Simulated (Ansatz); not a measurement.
## A computed series for SnTe: pressure series

The reference is SnTe in the rock salt structure (space group Fm-3m, No. 225; a = 6.409 Å).

Cell and atoms are relaxed at each pressure.

Levels (all Ansatz, a quantum-chemistry and plane-wave program, PAW): PBE (420 eV, scalar-relativistic without spin-orbit coupling); r2SCAN (500 eV, spin-orbit coupling left out).

The base cell above is that of PBE; each level relaxes its own structures.

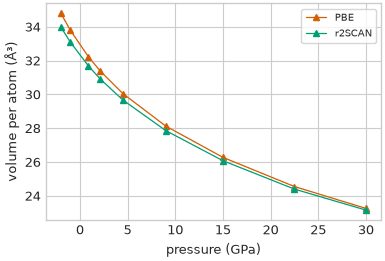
Fig. 1. Volume per atom under two levels

How do the two levels compare along the series?

PBE lies above r2SCAN in every row, by 0.10 Å³ to 0.82 Å³. They put the cases in the same order.

Load acts through the strain it causes; cell and atoms are relaxed under it. Whether these cells are dynamically stable was not tested. Competing high-pressure phases were not computed. All final runs are without spin polarisation.
